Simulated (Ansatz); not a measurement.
# What 7 layers does to CsBr

Take CsBr in the CsCl type structure (space group Pm-3m, No. 221; a = 4.323 Å) as the base. Axes: x, y, z lie along the cube axes.

The change: a free-standing slab of 7 layers (14 atoms, 2 a layer) is cut normal to [110], with 15 Å of vacuum and the in-plane cell held at bulk.

Computed with r2SCAN, PAW, 500 eV (Ansatz, a quantum-chemistry and plane-wave program; no SOC). k-mesh 8×6×1 (Γ-centred); smearing 0.05 eV (Fermi–Dirac), for the changed cell.

```tsv
quantity	base	changed	shift
layer's space group (with vacuum)	–	Pmmm (No. 47)	–
shortest interatomic distance	3.744 Å	3.689 Å	-0.055 Å
band gap	5.19 eV	4.70 eV	-0.49 eV
gap character	–	direct at Γ	–
valence-band top at Γ (three highest levels, from the VBM)	–	0.00, 0.00, -0.31 eV	–
excess energy per area of both faces (slab less bulk energy over the cell's area: twice a surface energy)	–	0.34 J/m²	–
change of the spacing d12 from its bulk value of 3.057 Å	–	-1.8 %	–
change of the spacing d23 from its bulk value of 3.057 Å	–	+0.4 %	–
```

Final structure:

```yaml
crystal:
  lattice:
    - [4.32348, 0.00000, 0.00000]
    - [0.00000, 6.11432, 0.00000]
    - [0.00000, 0.00000, 33.34297]
  atoms:
    - { symbol: Cs, position: [0.00000, 0.25000, 0.22671] }
    - { symbol: Br, position: [0.50000, 0.75000, 0.22577] }
    - { symbol: Cs, position: [0.00000, 0.75000, 0.31615] }
    - { symbol: Br, position: [0.50000, 0.25000, 0.31638] }
    - { symbol: Cs, position: [0.00000, 0.25000, 0.40829] }
    - { symbol: Br, position: [0.50000, 0.75000, 0.40832] }
    - { symbol: Cs, position: [0.00000, 0.75000, 0.50000] }
    - { symbol: Br, position: [0.50000, 0.25000, 0.50000] }
    - { symbol: Cs, position: [0.00000, 0.25000, 0.59171] }
    - { symbol: Br, position: [0.50000, 0.75000, 0.59168] }
    - { symbol: Cs, position: [0.00000, 0.75000, 0.68385] }
    - { symbol: Br, position: [0.50000, 0.25000, 0.68362] }
    - { symbol: Cs, position: [0.00000, 0.25000, 0.77329] }
    - { symbol: Br, position: [0.50000, 0.75000, 0.77423] }
```

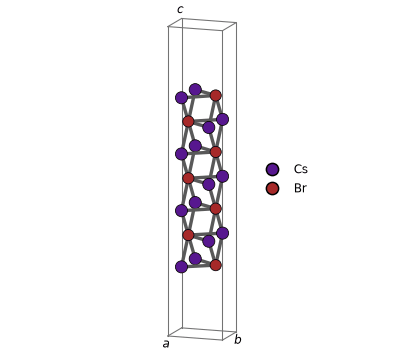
Figure: The relaxed cell after the change

The excess energy carries the mismatch between the slab's and the bulk's meshes. Whether these cells are dynamically stable was not tested. k-point labels follow each cell's own Brillouin zone.
